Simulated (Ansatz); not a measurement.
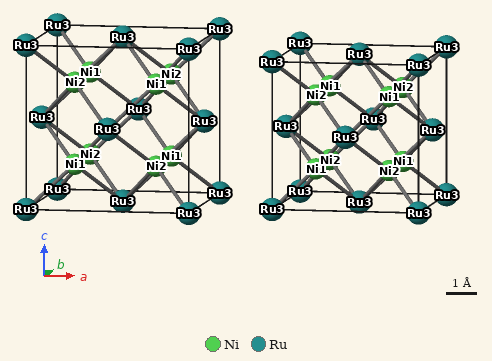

Two geometries of solid Ni2Ru (built on the fluorite_225 type) (coarse preliminary run), drawn at one scale. One is the start of a relaxation, the other its converged end. Style: ball-and-stick. Shown: the conventional cell (4 times the calculation's cell), slightly off an axis. Lengths and directions refer to the drawn axes.

These are results of DFT PBE, scalar-relativistic, plane waves, PAW (Ansatz), not measurements. Settings: plane-wave cutoff 420 eV; k-point mesh 6 × 6 × 6; occupations gaussian; smearing width 0.1 eV; no spin polarisation; cell and atoms relaxed; force threshold 0.04 eV/Å; at most 70 steps.

Which of the two is the end point?

The left one is the relaxed one. Case: fluorite type (Fm-3m, No. 225). Over 6 accepted moves (8 points after the start) the energy falls by 3.056 eV per cell of the calculation. All forces vanish by symmetry, so only the cell relaxes. The pressure goes from 112.02 to 0.03 GPa. The SCF was repeated twice at an unchanged geometry on a basis and grid sized afresh for the cell, which shifted the energy by 59.4 meV per cell of the calculation at most. No atom moves by more than 0.005 Å relative to the cell. The drawn cell changes as follows: a = b = c 5.026 → 5.582 Å (+11.1 %); the volume changes by +37.0 %. Some distances before and after: Ni1–Ru3 2.176 → 2.417 Å. The space group stays Fm-3m (No. 225). Cost: 10 s on 1 thread of Arm Neoverse V2, with other jobs on the host, peak memory 0.32 GiB.
